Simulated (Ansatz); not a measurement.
```xyz
9

Si    0.0513    0.0252   -0.0744
O    -0.2429   -0.4690    1.4785
Si   -1.3917   -0.4954    2.7040
H    -2.3109   -1.6709    2.5226
H    -0.6659   -0.6163    4.0120
H    -2.1982    0.7771    2.6877
H     1.5007   -0.1972   -0.3628
H    -0.3849    1.4482   -0.2633
F    -0.8205   -0.8883   -1.1132
```

These are results of RKS PBE-D4/def2-SVP in Ansatz, not measurements.

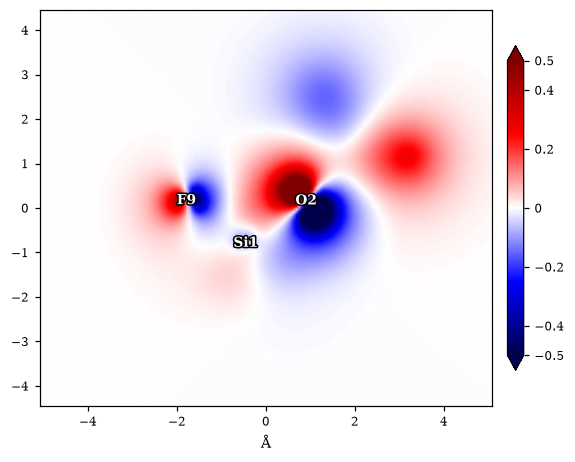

FH5OSi2. The HOMO−1 on the plane of atoms O2, Si1 and F9 (values in Å⁻³ᐟ²; the overall sign is arbitrary).

**What is the character of this orbital?**

By Hirshfeld shares it lies mainly on O2 (about 40 %), Si3 (about 20 %), H4 (about 20 %) and H5 (about 10 %). Its energy is −7.67 eV.
